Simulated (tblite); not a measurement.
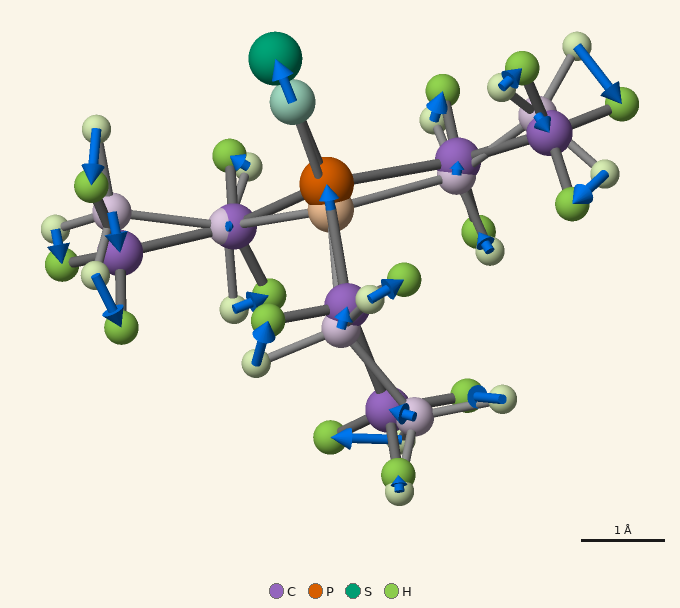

A relaxation of C6H15PS. The starting structure is drawn faded, the final one solid; blue arrows show the displacements, at their true length. The two geometries are superimposed by the best rigid fit.

The picture is a ball-and-stick view, seen at a tilt.

Method: tblite 0.8.0, GFN2-xTB geometry optimisation, gas phase. 

Question: Atoms of which element are displaced furthest, and by how much?

Answer: Hydrogen: up to 0.90 Å, against 0.57 Å for sulfur.

Question: What did the optimiser do to the structure, and how much energy did it gain?

Answer: The largest move after the best rigid fit is that of an H atom, 0.90 Å. By element the largest moves are H 0.90 Å, S 0.57 Å, C 0.51 Å, P 0.32 Å. Some distances before and after: P–S 1.722 → 1.939 Å, C–P 1.804 → 1.849 Å, C–H 1.125 → 1.088 Å, C–C 1.486 → 1.521 Å. Bond angles that change, for instance: C–P–C 114.0° → 106.4°, S–P–C 106.1° → 112.1°, C–P–S 108.5° → 114.3°. Groups turn about C–C by about 35°, C–P by about 25°. After 132 geometry steps the energy has fallen by 190.5 kJ/mol. Cost: 1.2 s on 1 thread of Arm Neoverse V1, with other jobs on the host.
